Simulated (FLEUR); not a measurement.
# E(M) of MnRh, part 2 of 2

Wanted: E(M) for MnRh, with its minima.

FLEUR MaX-R8.1; LDA (VWN); all-electron FLAPW, Dirac cores, scalar-relativistic bands.

So far, magnetization (μB): step 2 (the free run) 4.10; step 4 (with continued, fixed moment 3.689 μB a cell) 3.69.

**5. Moment fixed at 4.611 μB**

File inp.xml:

```
<?xml version="1.0" encoding="UTF-8" standalone="no"?>
<fleurInput fleurInputVersion="0.39">
   <comment>
      MnRh
   </comment>
   <calculationSetup>
      <cutoffs Kmax="3.6" Gmax="10.8" GmaxXC="10.8" numbands="0"/>
      <scfLoop itmax="90" minDistance="0.00002" maxIterBroyd="15" imix="Anderson" alpha="0.05" precondParam="0.0" spinf="2.0" sdNocoIR="T"/>
      <coreElectrons ctail="T" frcor="F" kcrel="0" coretail_lmax="0"/>
      <xcFunctional name="vwn" relativisticCorrections="F"/>
      <magnetism jspins="2" fixed_moment="4.611"/>
      <soc l_soc="F" theta="0.0" phi="0.0" spav="F"/>
      <expertModes spex="0" secvar="F"/>
      <geometryOptimization l_f="F" forcealpha="1.0" forcemix="BFGS" epsdisp="0.00001" epsforce="0.00001"/>
      <ldaU l_linMix="F" mixParam="0.05" spinf="1.0"/>
   </calculationSetup>
   <cell>
      <bzIntegration valenceElectrons="30.0" mode="hist" fermiSmearingEnergy="0.00183747">
         <kPointListSelection listName="default-1"/>
         <xi:include xmlns:xi="http://www.w3.org/2001/XInclude" href="kpts.xml"> </xi:include>
      </bzIntegration>
      <xi:include xmlns:xi="http://www.w3.org/2001/XInclude" href="sym.xml"> </xi:include>
      <bulkLattice scale="1.0">
         <bravaisMatrix>
            <row-1>    5.7523263232824000     0.0000000000000000     0.0000000000000000</row-1>
            <row-2>    0.0000000000000000     5.7523263232824000     0.0000000000000000</row-2>
            <row-3>    0.0000000000000000     0.0000000000000000     5.7523263232824000</row-3>
         </bravaisMatrix>
      </bulkLattice>
   </cell>
   <atomSpecies>
      <species name="Manganese 3.500" element="Mn" atomicNumber="25">
         <mtSphere radius="2.43" gridPoints="803" logIncrement="0.015"/>
         <atomicCutoffs lmax="10" lnonsphr="8"/>
         <electronConfig flipSpins="F">
            <coreConfig>(1s1/2) (2s1/2) (2p1/2) (2p3/2)</coreConfig>
            <valenceConfig>(3s1/2) (3p1/2) (3p3/2) (4s1/2) (3d3/2) (3d5/2)</valenceConfig>
            <stateOccupation state="(3d3/2)" spinUp="1.25" spinDown="0.75"/>
            <stateOccupation state="(3d5/2)" spinUp="3.0" spinDown="0.0"/>
         </electronConfig>
         <energyParameters s="4" p="4" d="3" f="4"/>
         <lo type="SCLO" l="0" n="3" eDeriv="0"/>
         <lo type="SCLO" l="1" n="3" eDeriv="0"/>
      </species>
      <species name="Rhodium (Rh)" element="Rh" atomicNumber="45">
         <mtSphere radius="2.43" gridPoints="803" logIncrement="0.016"/>
         <atomicCutoffs lmax="10" lnonsphr="8"/>
         <electronConfig flipSpins="F">
            <coreConfig>(1s1/2) (2s1/2) (2p1/2) (2p3/2) (3s1/2) (3p1/2) (3p3/2) (4s1/2) (3d3/2) (3d5/2)</coreConfig>
            <valenceConfig>(4p1/2) (4p3/2) (5s1/2) (4d3/2) (4d5/2)</valenceConfig>
            <stateOccupation state="(5s1/2)" spinUp="0.500000" spinDown="0.500000"/>
            <stateOccupation state="(4d3/2)" spinUp="1.600000" spinDown="1.600000"/>
            <stateOccupation state="(4d5/2)" spinUp="2.400000" spinDown="2.400000"/>
         </electronConfig>
         <energyParameters s="5" p="5" d="4" f="4"/>
         <lo type="SCLO" l="1" n="4" eDeriv="0"/>
      </species>
   </atomSpecies>
   <atomGroups>
      <atomGroup species="Manganese 3.500">
         <relPos label="                   1">.0000000000 .0000000000 .0000000000</relPos>
         <force calculate="T" relaxXYZ="TTT"/>
      </atomGroup>
      <atomGroup species="Rhodium (Rh)">
         <relPos label="                   2">1.000/2.000 1.000/2.000 1.000/2.000</relPos>
         <force calculate="T" relaxXYZ="TTT"/>
      </atomGroup>
   </atomGroups>
   <output dos="F" band="F" slice="F">
      <bandDOS minEnergy="-.5*Htr" maxEnergy="0.5*Htr" sigma="0.015" storeEVData="T"/>
      <plotting iplot="0" polar="F">
         <plot TwoD="T" vec1="  1.0  0.0  0.0" vec2="  0.0  1.0  0.0" vec3="  0.0  0.0  1.0" zero="  0.0  0.0  0.0" file="plot"/>
      </plotting>
      <moessbauerParams electricFieldGradient="F" isomerShift="F" coreHyperfine="F" valenceHyperfine="F"/>
   </output>
</fleurInput>
```

On the command line:

```bash
> OMP_NUM_THREADS=1 mpirun -n 4 fleur_MPI > fleur.log
```

The log of the run:

```text
[banner, memory and clock lines left out]
Welcome to FLEUR        (www.flapw.de)
      MaX-Release 8.1          (www.max-centre.eu)

 ========== k-point set info ==========
 Selected k-point list: default-1
 k-point list type: mesh
 10 x 10 x 10
 Number of k points: 56

 [... set-up left out ...]
 Iteration:     1   Distance:       5.48970574 me/bohr^3
 Iteration:     2   Distance:       5.17322332 me/bohr^3
 Iteration:     3   Distance:       1.68196475 me/bohr^3
 Iteration:     4   Distance:       1.12669544 me/bohr^3
 Iteration:     5   Distance:       0.20263974 me/bohr^3
[...]
<sumOfEigenvalues value="    -3521.3874235426">
               <coreElectrons value="-3504.5924534618"/>
               <valenceElectrons value="-16.7949700808"/>
            </sumOfEigenvalues>
         [... left out ...]
            <freeEnergy value="-5937.2642842977"/>
            <extrapolationTo0K value="-5937.2640410698"/>
         </totalEnergy>
         <densityConvergence units="me/bohr^3">
            <chargeDensity spin="1" distance="0.0000092611"/>
            <chargeDensity spin="2" distance="0.0000057508"/>
            <overallChargeDensity distance="0.0000054613"/>
            <spinDensity distance="0.0000144172"/>
         </densityConvergence>
      </iteration>
```

Wall time 18 s (4 MPI ranks of Arm Neoverse N1, shared host); peak memory 0.2 GiB; 67 s of CPU time.

Numbers from this step:

* magnetization: 4.611 μB

Its energy lies +148.2 meV a cell from the free run's.

**6. Moment fixed at 2.767 μB**

inp.xml, as its differences from that of step 5:

```diff
@@ -10,3 +10,3 @@
       <xcFunctional name="vwn" relativisticCorrections="F"/>
-      <magnetism jspins="2" fixed_moment="4.611"/>
+      <magnetism jspins="2" fixed_moment="2.767"/>
       <soc l_soc="F" theta="0.0" phi="0.0" spav="F"/>
```

The log of the run:

```text
[banner, memory and clock lines left out]
Welcome to FLEUR        (www.flapw.de)
      MaX-Release 8.1          (www.max-centre.eu)

 ========== k-point set info ==========
 Selected k-point list: default-1
 k-point list type: mesh
 10 x 10 x 10
 Number of k points: 56

 [... set-up left out ...]
 Iteration:     1   Distance:      15.70813791 me/bohr^3
 Iteration:     2   Distance:      15.10374410 me/bohr^3
 Iteration:     3   Distance:      13.14335604 me/bohr^3
 Iteration:     4   Distance:       2.12638376 me/bohr^3
 Iteration:     5   Distance:       1.38383948 me/bohr^3
[...]
<sumOfEigenvalues value="    -3522.1511605799">
               <coreElectrons value="-3505.1887530351"/>
               <valenceElectrons value="-16.9624075448"/>
            </sumOfEigenvalues>
         [... left out ...]
            <freeEnergy value="-5937.2562729045"/>
            <extrapolationTo0K value="-5937.2555454081"/>
         </totalEnergy>
         <densityConvergence units="me/bohr^3">
            <chargeDensity spin="1" distance="0.0000030259"/>
            <chargeDensity spin="2" distance="0.0000047027"/>
            <overallChargeDensity distance="0.0000040703"/>
            <spinDensity distance="0.0000067804"/>
         </densityConvergence>
      </iteration>
```

Run time: 23 s. Hardware: 4 MPI ranks; peak memory 0.2 GiB; 84 s of CPU time.

Read from the output:

```yaml
magnetization: 2.767 μB
```

Its energy lies +366.2 meV a cell from the free run's.

**7. E(M)**

The other moments were run in the same way.

Table of energy over the lowest by total spin moment:

| total spin moment (μB a cell) | energy over the lowest (meV a cell) |
| --- | --- |
| 0.00 | 1019 |
| 0.92 | 936 |
| 1.84 | 684 |
| 2.77 | 366 |
| 3.69 | 69.1 |
| 4.10 | 0 |
| 4.61 | 148 |
| 5.53 | 797 |

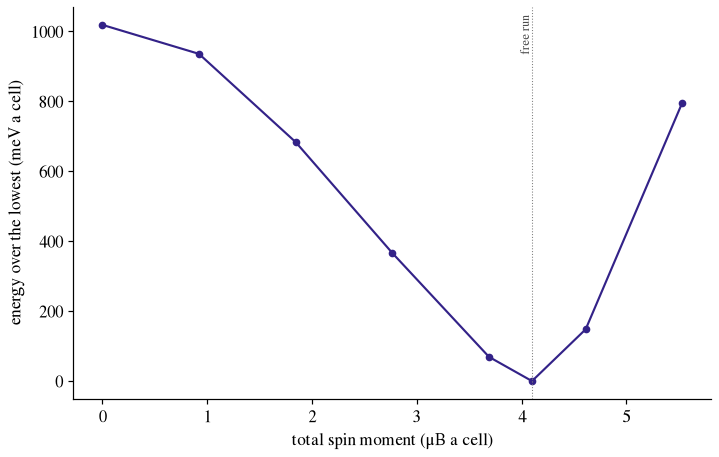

Energy over the lowest against total spin moment.

Moment, largest sphere moment against total spin moment:

| total spin moment (μB a cell) | moment, largest sphere moment (μB) |
| --- | --- |
| 0.00 | 0 |
| 0.92 | 1.11 |
| 1.84 | 2.14 |
| 2.77 | 2.83 |
| 3.69 | 3.28 |
| 4.10 | 3.46 |
| 4.61 | 3.70 |
| 5.53 | 4.02 |

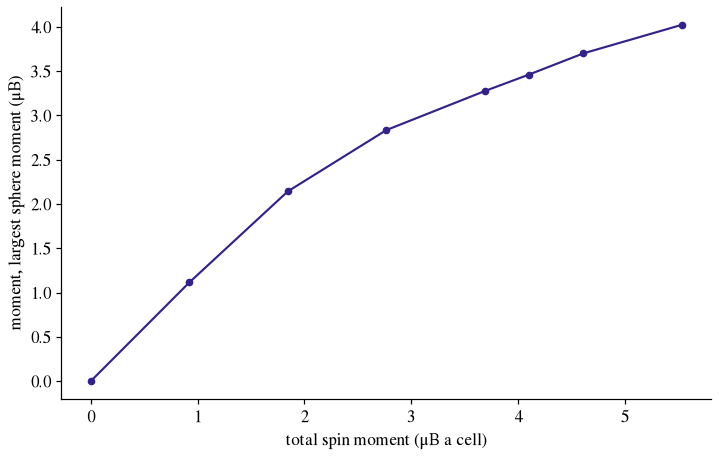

Moment, largest sphere moment against total spin moment.

**8. What came out**

```yaml
moment_of_the_free_run: 4.10 μB a cell
moment_of_the_lowest_point: 4.10 μB a cell
energy_of_the_spinless_run: 1019 meV a cell over the lowest
```

The lowest point lies 1019 meV a cell under the spinless run, in free energy at a smearing of 0.05 eV. The point at zero is the spinless run. Opposed orders, which also have no total moment, were not run.

[Logs and program files are shortened in this print: banners, set-up blocks, solver, clock and traceback lines can be left out without a mark of their own.]

[Logs are printed without paths, hosts, clocks, repeated set-up lines and the standing remarks that a program may print on its own settings, such as how far it seeks lower states.]

[Hosts, paths, dates, database ids (printed as entryN), source tags and the programs' standing remarks are cut or masked in the printed files.]

[Where a cell is said to come from a database of computed structures, the database is the Materials Project.]
